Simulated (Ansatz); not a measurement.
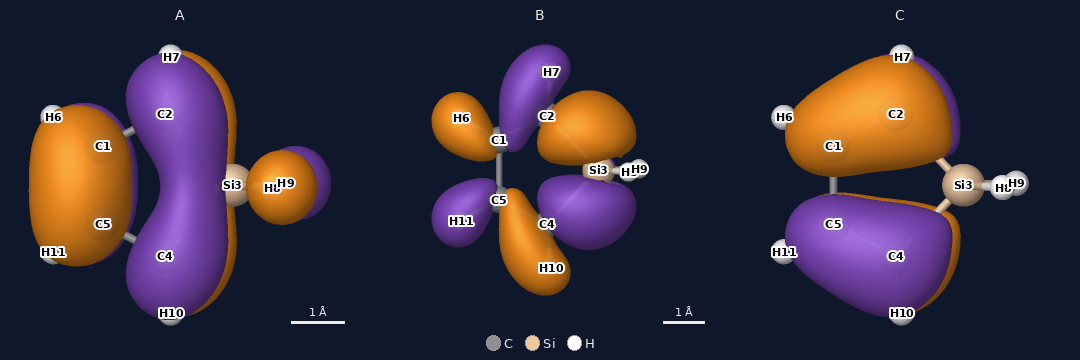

The picture shows: C4H6Si (SMILES C1=C[SiH2]C=C1). Three frontier orbitals at ±0.08 Å⁻³ᐟ² (orange and purple are the two phases), in no order.

Geometry: PBE0-D4/def2-TZVP.

Computed with RKS PBE0-D4/def2-TZVPP (Ansatz).

| atom | x (Å) | y (Å) | z (Å) |
| --- | --- | --- | --- |
| C | -1.1392 | 0.6584 | -0.1958 |
| C | -0.8289 | 0.2309 | 1.0378 |
| Si | 0.8154 | -0.6338 | 0.9014 |
| C | 0.9345 | -0.3142 | -0.9298 |
| C | -0.1738 | 0.3600 | -1.2729 |
| H | -2.0506 | 1.2029 | -0.4304 |
| H | -1.4723 | 0.4015 | 1.8909 |
| H | 0.7675 | -2.0780 | 1.2587 |
| H | 1.8996 | 0.0058 | 1.6960 |
| H | 1.6993 | -0.5790 | -1.6480 |
| H | -0.3863 | 0.6884 | -2.2873 |

Which picture is the HOMO−1, the HOMO and the LUMO?

Answer. B is the HOMO−1 (−8.90 eV). By Hirshfeld shares it lies mainly on Si3 (about 25 %), C2 (about 25 %), C4 (about 25 %), C1 (about 5 %) and C5 (about 5 %). C is the HOMO (−6.85 eV). By Hirshfeld shares it lies mainly on C2 (about 25 %), C4 (about 25 %), C1 (about 15 %) and C5 (about 15 %). A is the LUMO (−1.56 eV). By Hirshfeld shares it lies mainly on C2 (about 20 %), C4 (about 20 %), C1 (about 15 %), C5 (about 15 %) and Si3 (about 15 %).

What is the HOMO–LUMO gap?

Answer. 5.29 eV between the orbital energies.
